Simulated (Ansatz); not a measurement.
Pd: pressure series

The reference is Pd in the fcc (Cu type) structure (space group Fm-3m, No. 225; a = 3.9428 Å).

Cell and atoms are relaxed at each pressure.

Level of theory: PBE, PAW, 420 eV (Ansatz, an electronic-structure program; no SOC).

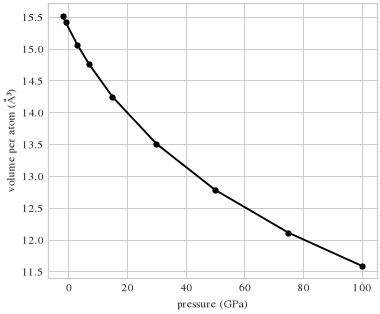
Figure. Volume against pressure

Task: Estimate the zero-pressure bulk modulus from the plot.

Result: About 170 GPa; a third-order Birch–Murnaghan fit to the points gives V₀ = 15.32 Å³/atom, B₀ = 170 GPa and B₀′ = 5.3.

Load acts through the strain it causes; cell and atoms are relaxed under it. Whether these cells are dynamically stable was not tested. No other phases were tried under pressure. All final runs are without spin polarisation.
